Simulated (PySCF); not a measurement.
C₂HF₅, SMILES `FC(F)C(F)(F)F`.

PySCF calculation, PBE0/def2-TZVP, gas phase; geometry: GFN2-xTB. No frequency check shows the geometry to be a minimum. A basis without diffuse functions makes polarisabilities too small.

Coordinates in Å:

```
F1       1.4857    1.0838    0.0734
C2       0.8725    0.0016   -0.4279
F3       1.4832   -1.0858    0.0645
C4      -0.6177    0.0017   -0.0033
F5      -0.7773   -0.0099    1.3123
F6      -1.2328    1.0801   -0.4922
F7      -1.2353   -1.0712   -0.5010
H8       0.9606    0.0061   -1.5260
```

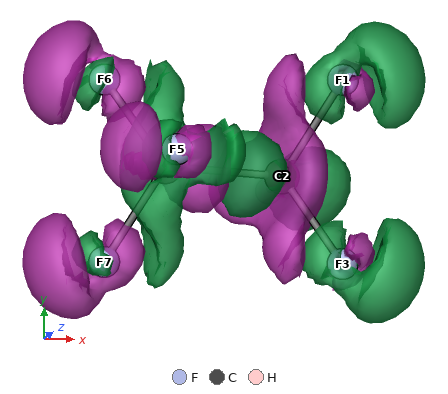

Change of the electron density in a uniform field of 0.21 V/Å, surfaces at ±0.002 e/Å³ (green: gain, purple: loss).

The field was applied in both directions; the picture shows the one opposite to the script's first.

**Along which Cartesian direction does the field point?**

Along −x: electrons gather on the +x side, against the field.

**What dipole is induced, and what polarisability does it imply?**

The induced dipole is 0.29 D (along the field); α along this axis, from the fields in both directions, is 28 bohr³ (4.2 Å³).
